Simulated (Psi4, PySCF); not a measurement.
Interaction energy of CH3F ··· CH3F (SMILES CF and CF). Monomers: optimised at B3LYP-D3(BJ) (def2-TZVP), held rigid. Orientation: lowest of the rigid-body minima from ten starts at GFN2-xTB. The monomers approach along the line of their centres of mass (distance R); nothing else relaxes.

Geometry at R = 3.42 Å (first 5 atoms: monomer A):
```
10

C     -0.0648     0.0136    -0.0087
F      1.2835    -0.2689     0.1712
H     -0.5583     0.0067     0.9641
H     -0.5008    -0.7485    -0.6559
H     -0.1596     0.9971    -0.4707
C      0.9739    -1.5793     3.3449
F     -0.2921    -1.0163     3.2417
H      1.5673    -1.2704     2.4834
H      0.8757    -2.6655     3.3629
H      1.4403    -1.2294     4.2668
```

Levels of theory: wB97X-D/def2-TZVP, counterpoise-corrected (Psi4); HF/aug-cc-pVDZ, counterpoise-corrected (Psi4); BLYP/def2-TZVP, counterpoise-corrected (Psi4); PBE/def2-TZVP, counterpoise-corrected (Psi4); RKS-B3LYP/3-21G = restricted B3LYP/3-21G, no counterpoise correction (PySCF 2.14.0).

Interaction energies in kJ/mol (negative: bound); R is the distance of the centres of mass, d the H3···F7 distance.

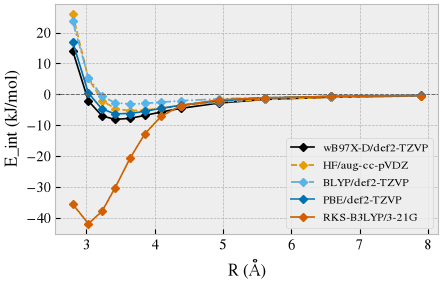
*Interaction energy against separation.*

```json
[
 {"R / Å": "2.80", "d / Å": "1.91", "wB97X-D/def2-TZVP": "14.14", "HF/aug-cc-pVDZ": "25.97", "BLYP/def2-TZVP": "23.62", "PBE/def2-TZVP": "17.02", "RKS-B3LYP/3-21G": "-35.55"},
 {"R / Å": "3.03", "d / Å": "2.13", "wB97X-D/def2-TZVP": "-2.16", "HF/aug-cc-pVDZ": "5.16", "BLYP/def2-TZVP": "5.43", "PBE/def2-TZVP": "0.43", "RKS-B3LYP/3-21G": "-41.89"},
 {"R / Å": "3.23", "d / Å": "2.33", "wB97X-D/def2-TZVP": "-6.98", "HF/aug-cc-pVDZ": "-2.03", "BLYP/def2-TZVP": "-0.65", "PBE/def2-TZVP": "-4.81", "RKS-B3LYP/3-21G": "-37.91"},
 {"R / Å": "3.42", "d / Å": "2.51", "wB97X-D/def2-TZVP": "-8.14", "HF/aug-cc-pVDZ": "-4.62", "BLYP/def2-TZVP": "-2.70", "PBE/def2-TZVP": "-6.30", "RKS-B3LYP/3-21G": "-30.35"},
 {"R / Å": "3.64", "d / Å": "2.73", "wB97X-D/def2-TZVP": "-7.79", "HF/aug-cc-pVDZ": "-5.36", "BLYP/def2-TZVP": "-3.19", "PBE/def2-TZVP": "-6.24", "RKS-B3LYP/3-21G": "-20.69"},
 {"R / Å": "3.86", "d / Å": "2.94", "wB97X-D/def2-TZVP": "-6.83", "HF/aug-cc-pVDZ": "-5.12", "BLYP/def2-TZVP": "-2.97", "PBE/def2-TZVP": "-5.49", "RKS-B3LYP/3-21G": "-12.72"},
 {"R / Å": "4.10", "d / Å": "3.18", "wB97X-D/def2-TZVP": "-5.71", "HF/aug-cc-pVDZ": "-4.51", "BLYP/def2-TZVP": "-2.55", "PBE/def2-TZVP": "-4.54", "RKS-B3LYP/3-21G": "-7.06"},
 {"R / Å": "4.39", "d / Å": "3.46", "wB97X-D/def2-TZVP": "-4.53", "HF/aug-cc-pVDZ": "-3.72", "BLYP/def2-TZVP": "-2.09", "PBE/def2-TZVP": "-3.50", "RKS-B3LYP/3-21G": "-3.65"},
 {"R / Å": "4.94", "d / Å": "4.01", "wB97X-D/def2-TZVP": "-2.84", "HF/aug-cc-pVDZ": "-2.54", "BLYP/def2-TZVP": "-1.50", "PBE/def2-TZVP": "-2.11", "RKS-B3LYP/3-21G": "-1.76"},
 {"R / Å": "5.62", "d / Å": "4.68", "wB97X-D/def2-TZVP": "-1.67", "HF/aug-cc-pVDZ": "-1.66", "BLYP/def2-TZVP": "-1.06", "PBE/def2-TZVP": "-1.22", "RKS-B3LYP/3-21G": "-1.15"},
 {"R / Å": "6.59", "d / Å": "5.64", "wB97X-D/def2-TZVP": "-0.91", "HF/aug-cc-pVDZ": "-0.99", "BLYP/def2-TZVP": "-0.67", "PBE/def2-TZVP": "-0.68", "RKS-B3LYP/3-21G": "-0.70"},
 {"R / Å": "7.90", "d / Å": "6.95", "wB97X-D/def2-TZVP": "-0.49", "HF/aug-cc-pVDZ": "-0.55", "BLYP/def2-TZVP": "-0.39", "PBE/def2-TZVP": "-0.38", "RKS-B3LYP/3-21G": "-0.40"}
]
```

Lowest grid point: wB97X-D/def2-TZVP -8.14 kJ/mol at R = 3.42 Å; HF/aug-cc-pVDZ -5.36 kJ/mol at R = 3.64 Å; BLYP/def2-TZVP -3.19 kJ/mol at R = 3.64 Å; PBE/def2-TZVP -6.30 kJ/mol at R = 3.42 Å; RKS-B3LYP/3-21G -41.89 kJ/mol at R = 3.03 Å.
